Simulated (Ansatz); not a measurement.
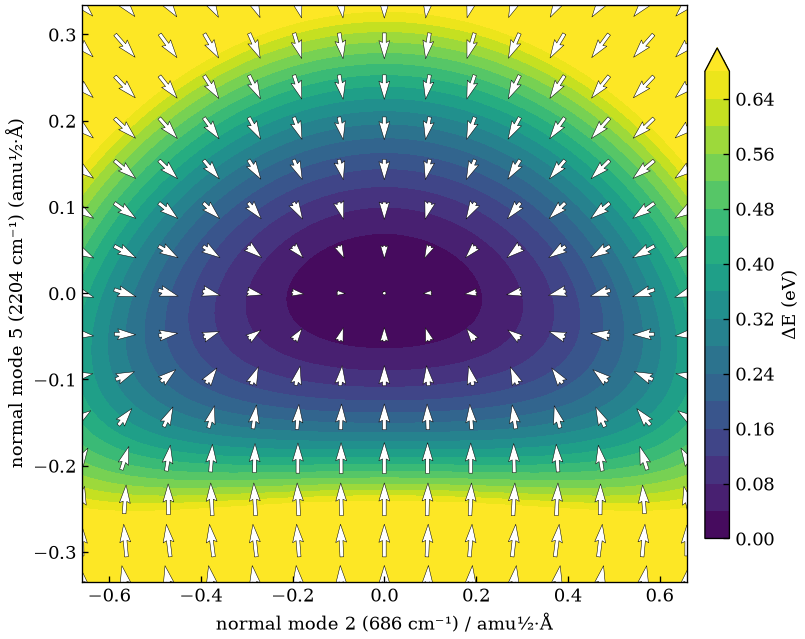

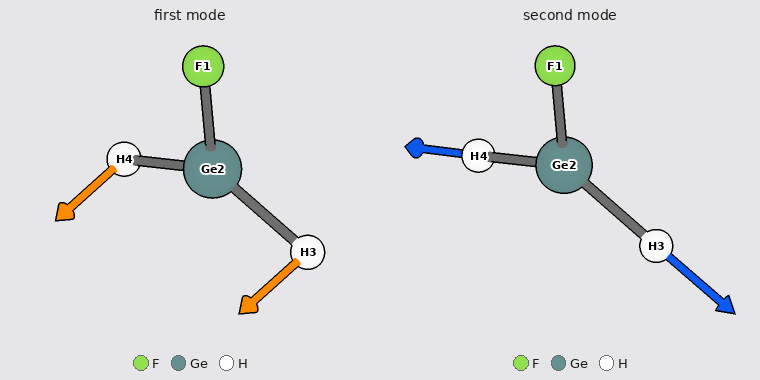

Energy landscape of FGeH2, SMILES [F][GeH2+], charge +1. First axis: normal mode 2 (686 cm⁻¹). Second axis: normal mode 5 (2204 cm⁻¹). Nothing is relaxed (straight displacements along the two mass-weighted modes). Grid: 15 × 15 points; 120 points were computed and 105 follow by symmetry. Points are written as (first, second). All energies are given in eV relative to the lowest grid point. Computed with RKS PBE0-D4/def2-TZVP (Ansatz).

The picture shows filled contours, arrows along the force (downhill), their lengths compressed, one colour for all values above the top of the scale. Between grid points the surface is interpolated. The second picture is the structure at the lowest point

Summarise what can be read from the map.

Answer. The lowest grid point is at (0.000 amu½·Å, 0.000 amu½·Å). It is the only kind of minimum in the scanned range. The highest grid point, (0.000 amu½·Å, −0.335 amu½·Å), lies 1.46 eV above the lowest.

Each point was launched as `ansatz run input.yaml --threads 1 --pin off --max-ram 2560MiB --backend cpu --events-out ev --progress --plain --runs-dir out`. The whole map (120 points run) took 3.4 min on 1 thread of Arm Neoverse V2, with other jobs on the host.
